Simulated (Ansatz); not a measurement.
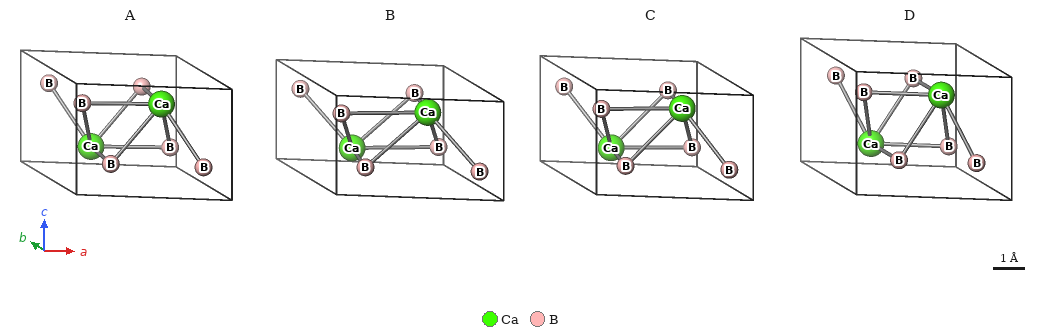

4 geometries from one relaxation of a crystal of CaB₃ (built on the Ni3Sn (D0_19)_194 type) (coarse preliminary run), in shuffled order. The picture is a ball-and-stick view of the cell of the calculation, seen slightly off an axis.

Case: Ni3Sn (D0_19) type (P6_3/mmc, No. 194).

All numbers below come from DFT PBE, scalar-relativistic, plane waves, PAW in Ansatz. Settings: plane-wave cutoff 420 eV; k-point mesh 6 × 6 × 4; occupations gaussian; smearing width 0.1 eV; no spin polarisation; cell and atoms relaxed; force threshold 0.04 eV/Å; at most 70 steps.

**Order the frames from highest to lowest energy.**

D, A, C, B. They are steps 0, 2, 3, 8, at +1268 meV per atom, +567 meV per atom, +100 meV per atom relative to the last. The largest moves relative to the cell, 0.59 Å, are those of B atoms. Ca stays in place. Cell: a = b 5.180 → 5.574 Å (+7.6 %), c 4.158 → 3.350 Å (−19.4 %). Volume −6.7 %. Among the contacts that change: B–B 2.595 → 1.768 Å, Ca–Ca 4.158 → 3.350 Å, B–B 2.563 → 1.962 Å, B–Ca 2.590 → 2.848 Å. Among the angles between lasting bonds that change: Ca–B–Ca 108.7° → 74.6°, Ca–B–Ca 179.9° → 156.2°, Ca–B–Ca 90.0° → 80.5°. The space group stays P6_3/mmc (No. 194). Over 6 accepted moves (8 points after the start) the energy falls by 1268 meV per atom. Largest force component: 1.5 eV/Å at the start, 0.0035 eV/Å at the end. The pressure goes from −6.97 to 0.19 GPa. The line search rejected the trial step at point 5 of the run. The SCF was repeated once at an unchanged geometry on a basis and grid sized afresh for the cell, which shifted the energy by 2.0 meV per atom at most. The run took 18 s on 1 thread of Intel(R) Xeon(R) 6975P-C (Granite Rapids) (shared host), peak memory 0.41 GiB.

Limits of the set-up: the k-point mesh is coarse for a cell with partly filled bands.
